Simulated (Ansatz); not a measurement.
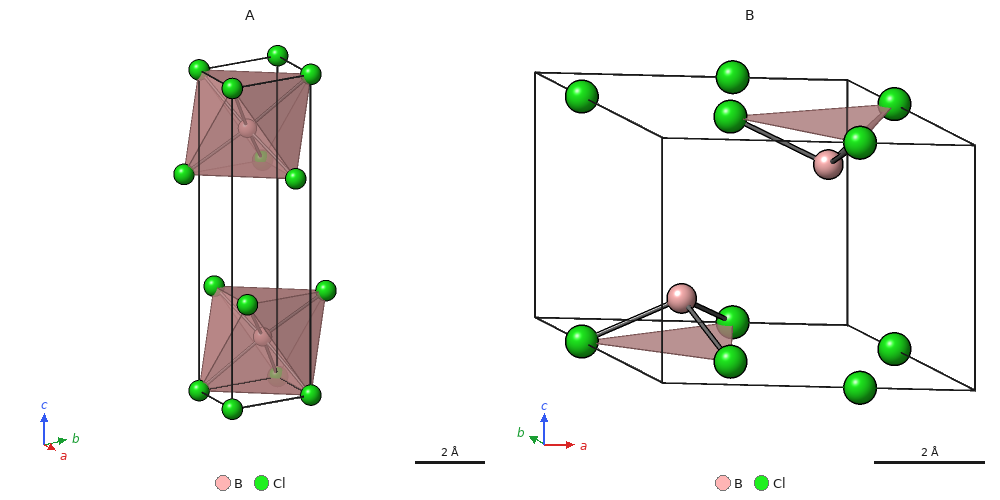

Two structures of B$_{2}$Cl$_{3}$, each relaxed to rest (conventional cells in solid outline, small ones repeated, not to one scale). Method: DFT PBE, scalar-relativistic, plane waves, PAW (Ansatz), without spin polarisation.

> Which structures are these?

A: 5 atoms a cell on a primitive hexagonal lattice, P-3m1. B: 5 atoms a cell on a primitive hexagonal lattice, P321.

> Which form lies lower?

B is lower, by 323 meV/atom at this level of theory (energies at zero smearing). Volumes: A 18.3, B 26.6 Å³/atom.

One or both may be structure types tried for this composition rather than known phases.
